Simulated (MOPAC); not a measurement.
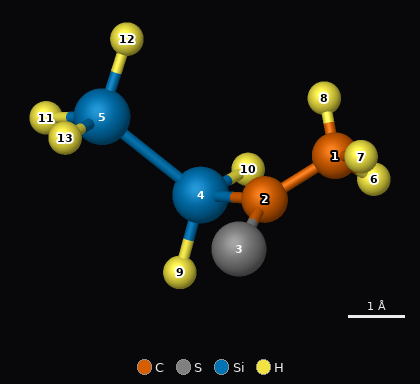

*The structure as given in the input (ball-and-stick view, seen at a tilt; atoms are numbered from 1 in the order of the input).*

Bond lengths as drawn: C–C 1.49 Å, C–H 1.09 Å, C–S 1.63 Å, C–Si 1.90 Å, H–Si 1.46 to 1.47 Å and Si–Si 2.32 Å.

Single-point calculation of C$_{2}$H$_{8}$SSi$_{2}$

- system: C$_{2}$H$_{8}$SSi$_{2}$
- method: PM6-DH+, closed shell, dispersion DH+, COSMO solvent thf (MOPAC 23.2.5)

The geometry comes from this level: GFN2-xTB.

**Input file (job.mop)**
```
PM6-DH+ EPS=7.43 1SCF THREADS=1 AUX(PRECISION=6)
C2H8SSi2, PM6-DH+

C     0.000000  0    0.000000  0    0.000000  0   0   0   0
C     1.485514  1    0.000000  0    0.000000  0   1   0   0
S     1.630388  1  120.903020  1    0.000000  0   2   1   0
Si    1.898568  1  120.268310  1  177.217620  1   2   1   3
Si    2.317784  1  107.756930  1 -101.958400  1   4   2   1
H     1.091368  1  108.965320  1  114.101010  1   1   2   3
H     1.088677  1  109.015930  1  122.208660  1   1   6   2
H     1.090765  1  109.786830  1 -117.008320  1   1   7   6
H     1.463964  1  105.723060  1  134.534730  1   4   2   1
H     1.471501  1  107.173640  1  112.020150  1   4   9   2
H     1.464314  1  110.296840  1  -55.784770  1   5   4   9
H     1.467021  1  107.197980  1  121.460110  1   5  11   4
H     1.462127  1  108.075700  1  115.426520  1   5  11  12
```

Launch command:
```bash
mopac job.mop
```

**Log**
```
MOPAC v23.2.5
PM6-DH+ CALCULATION RESULTS

 *  PM6-DH+    - CORRECT DISPERSION AND HYDROGEN BOND TERMS USING PM6-DH+
 *  EPS=7.43   - USE COSMO IMPLICIT SOLVATION MODEL
 *  1SCF       - DO 1 SCF AND THEN STOP
 *  THREADS=1  - MULTI-THREADING NOT USED
 *  AUX        - OUTPUT AUXILIARY INFORMATION
PM6-DH+ EPS=7.43 1SCF THREADS=1 AUX(PRECISION=6)
 C2H8SSi2, PM6-DH+

  ATOM    CHEMICAL      BOND LENGTH      BOND ANGLE     TWIST ANGLE
 NUMBER    SYMBOL       (ANGSTROMS)      (DEGREES)       (DEGREES)
   (I)                     NA:I           NB:NA:I       NC:NB:NA:I       NA    NB    NC
     1       C          0.00000000       0.0000000       0.0000000        0     0     0
     2       C          1.48551400  *    0.0000000       0.0000000        1     0     0
     3       S          1.63038800  *  120.9030200  *    0.0000000        2     1     0
     4      Si          1.89856800  *  120.2683100  *  177.2176200  *     2     1     3
     5      Si          2.31778400  *  107.7569300  * -101.9584000  *     4     2     1
     6       H          1.09136800  *  108.9653200  *  114.1010100  *     1     2     3
     7       H          1.08867700  *  109.0159300  *  122.2086600  *     1     6     2
     8       H          1.09076500  *  109.7868300  * -117.0083200  *     1     7     6
     9       H          1.46396400  *  105.7230600  *  134.5347300  *     4     2     1
    10       H          1.47150100  *  107.1736400  *  112.0201500  *     4     9     2
    11       H          1.46431400  *  110.2968400  *  -55.7847700  *     5     4     9
    12       H          1.46702100  *  107.1979800  *  121.4601100  *     5    11     4
    13       H          1.46212700  *  108.0757000  *  115.4265200  *     5    11    12

          CARTESIAN COORDINATES

    NO.       ATOM           X           Y           Z

     1         C          0.0000      0.0000      0.0000
     2         C          1.4855      0.0000      0.0000
     3         S          2.3229      1.3989      0.0000
     4        Si          2.4425     -1.6378      0.0796
     5        Si          3.1938     -1.9125      2.2550
     6         H         -0.3547     -0.4215     -0.9422
     7         H         -0.4035      1.0048      0.1134
     8         H         -0.3751     -0.6409      0.7990
     9         H          3.4960     -1.5312     -0.9313
    10         H          1.4966     -2.6648     -0.3852
    11         H          4.0720     -3.0808      2.3453
    12         H          2.0792     -2.1350      3.1824
    13         H          3.9361     -0.7486      2.7367

 "Third-Generation Hydrogen-Bonding Corrections for Semiempirical QM Methods and Force Fields"

           Empirical Formula: C2 H8 S Si2  =    13 atoms

      MOLECULAR POINT GROUP   :   C1

      RHF CALCULATION, NO. OF DOUBLY OCCUPIED LEVELS = 15

          *********************************************
          *                                           *
          *                 WARNING                   *
          *                                           *
          *********************************************

          Dispersion parameters missing for Silicon

          *********************************************
          *                                           *
          *              END OF WARNING               *
          *                                           *
          *********************************************

 -------------------------------------------------------------------------------
 PM6-DH+ EPS=7.43 1SCF THREADS=1 AUX(PRECISION=6)
 C2H8SSi2, PM6-DH+

     1SCF WAS SPECIFIED, SO BFGS WAS NOT USED
     SCF FIELD WAS ACHIEVED

                              PM6-DH+ CALCULATION

          FINAL HEAT OF FORMATION =         25.74436 KCAL/MOL =     107.71440 KJ/MOL
          VAN DER WAALS AREA      =        167.34 SQUARE ANGSTROMS

          DIELECTRIC ENERGY       =         -0.30056 EV
          COSMO AREA              =        167.34 SQUARE ANGSTROMS
          COSMO VOLUME            =        173.91 CUBIC ANGSTROMS

          IONIZATION POTENTIAL    =          8.972018 EV
          HOMO LUMO ENERGIES (EV) =         -8.972 -1.461
          NO. OF FILLED LEVELS    =         15
          MOLECULAR WEIGHT        =        120.3162         POINT GROUP:  C1

          MOLECULAR DIMENSIONS (Angstroms)

            Atom       Atom       Distance
            H    11    H     7     6.45783
            H    12    H     9     4.31501
            H    13    H    10     3.78812

          SCF CALCULATIONS        =          2

          WALL-CLOCK TIME         =      0.031 SECONDS
          COMPUTATION TIME        =      0.031 SECONDS

  ATOM    CHEMICAL      BOND LENGTH      BOND ANGLE     TWIST ANGLE
 NUMBER    SYMBOL       (ANGSTROMS)      (DEGREES)       (DEGREES)
   (I)                     NA:I           NB:NA:I       NC:NB:NA:I       NA    NB    NC
     1       C          0.00000000       0.0000000       0.0000000        0     0     0
     2       C          1.48551400  *    0.0000000       0.0000000        1     0     0
     3       S          1.63038800  *  120.9030200  *    0.0000000        2     1     0
     4      Si          1.89856800  *  120.2683100  *  177.2176200  *     2     1     3
     5      Si          2.31778400  *  107.7569300  * -101.9584000  *     4     2     1
     6       H          1.09136800  *  108.9653200  *  114.1010100  *     1     2     3
     7       H          1.08867700  *  109.0159300  *  122.2086600  *     1     6     2
     8       H          1.09076500  *  109.7868300  * -117.0083200  *     1     7     6
     9       H          1.46396400  *  105.7230600  *  134.5347300  *     4     2     1
    10       H          1.47150100  *  107.1736400  *  112.0201500  *     4     9     2
    11       H          1.46431400  *  110.2968400  *  -55.7847700  *     5     4     9
    12       H          1.46702100  *  107.1979800  *  121.4601100  *     5    11     4
    13       H          1.46212700  *  108.0757000  *  115.4265200  *     5    11    12

                             CARTESIAN COORDINATES

   1    C        0.000000000     0.000000000     0.000000000
   2    C        1.485514000     0.000000000     0.000000000
   3    S        2.322859232     1.398934592     0.000000000
   4   Si        2.442487214    -1.637811637     0.079597484
   5   Si        3.193805988    -1.912512518     2.254955431
   6    H       -0.354690007    -0.421464110    -0.942150261
   7    H       -0.403538226     1.004751018     0.113357413
   8    H       -0.375078252    -0.640874874     0.798976837
   9    H        3.496039736    -1.531226971    -0.931272134
  10    H        1.496634265    -2.664751853    -0.385237094
  11    H        4.072001023    -3.080768622     2.345324927
  12    H        2.079156270    -2.134983118     3.182432359
  13    H        3.936137692    -0.748602017     2.736693276

           Empirical Formula: C2 H8 S Si2  =    13 atoms

      MOLECULAR POINT GROUP   :   C1

                  EIGENVALUES
 -30.93859 -26.12406 -20.94398 -19.24227 -17.11465 -14.81854 -14.65477 -13.71833
 -12.17806 -11.96097 -11.42273 -11.35533 -10.70589  -9.25576  -8.97202  -1.46052
  -0.52455  -0.20708  -0.11028   0.41449   0.77254   0.91696   1.10290   1.47487
   1.57976   1.81513   2.12105   2.14357   2.31429   2.42038   2.43318   2.48030
   2.97513   3.47145   3.69162   3.93073   4.22452   4.49371   4.59677   4.64841
   5.48516   5.64478   6.54504

              NET ATOMIC CHARGES AND DIPOLE CONTRIBUTIONS

  ATOM NO.   TYPE          CHARGE      No. of ELECS.   s-Pop       p-Pop       d-Pop
    1          C          -0.533143        4.5331     1.08607     3.44707
    2          C           0.070624        3.9294     1.21292     2.71646
    3          S          -0.429146        6.4291     1.95523     4.35139     0.12253
    4         Si           0.233722        3.7663     1.24478     2.06567     0.45583
    5         Si           0.118464        3.8815     1.23508     2.21734     0.42911
    6          H           0.204572        0.7954     0.79543
    7          H           0.191453        0.8085     0.80855
    8          H           0.197385        0.8026     0.80261
    9          H          -0.003499        1.0035     1.00350
   10          H           0.009298        0.9907     0.99070
   11          H          -0.013347        1.0133     1.01335
   12          H          -0.017845        1.0178     1.01784
   13          H          -0.028538        1.0285     1.02854
 DIPOLE           X         Y         Z       TOTAL
 POINT-CHG.    -1.771    -5.518     0.509     5.818
 HYBRID        -0.128     1.792    -0.187     1.806
 SUM           -1.899    -3.726     0.321     4.194

          ATOMIC ORBITAL ELECTRON POPULATIONS

     Atom    s        px        py        pz      x^2-y^2     xz        z^2       yz        xy
    1  C   1.08607   1.03921   1.21098   1.19687
    2  C   1.21292   0.99829   1.06123   0.65694
    3  S   1.95523   1.70612   1.29848   1.34678   0.01983   0.00969   0.01599   0.02938   0.04764
    4 Si   1.24478   0.69457   0.56432   0.80678   0.05443   0.12903   0.09081   0.03516   0.14641
    5 Si   1.23508   0.74023   0.73986   0.73725   0.05153   0.11303   0.08838   0.02942   0.14675
    6  H   0.79543
    7  H   0.80855
    8  H   0.80261
    9  H   1.00350
   10  H   0.99070
   11  H   1.01335
   12  H   1.01784
   13  H   1.02854

 *                    *
 * JOB ENDED NORMALLY *
 *                    *

 TOTAL JOB TIME:             0.04 SECONDS

 == MOPAC DONE ==
```

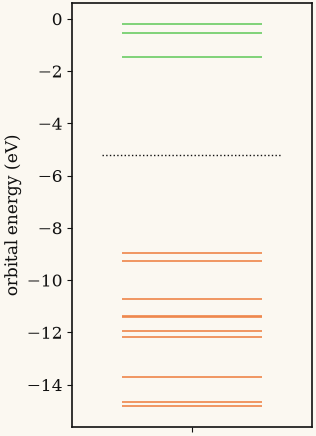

*Orbital energies near the frontier; the dotted line parts filled from empty levels, and levels within 0.02 eV of each other stand side by side.*

Highest filled −8.97 eV, lowest empty −1.46 eV, 7.51 eV apart.

**Results in brief**

```csv
quantity,value
outcome,converged
heat of formation,25.74 kcal/mol
basis functions,43
HOMO,−8.97 eV
LUMO,−1.46 eV
dipole moment,4.19 D
hardware,"1 thread of Arm Neoverse N1, 54 GiB of memory available, shared host"
peak memory,0.077 GiB
```

**Notes**

MOPAC's energies along a path are heats of formation.
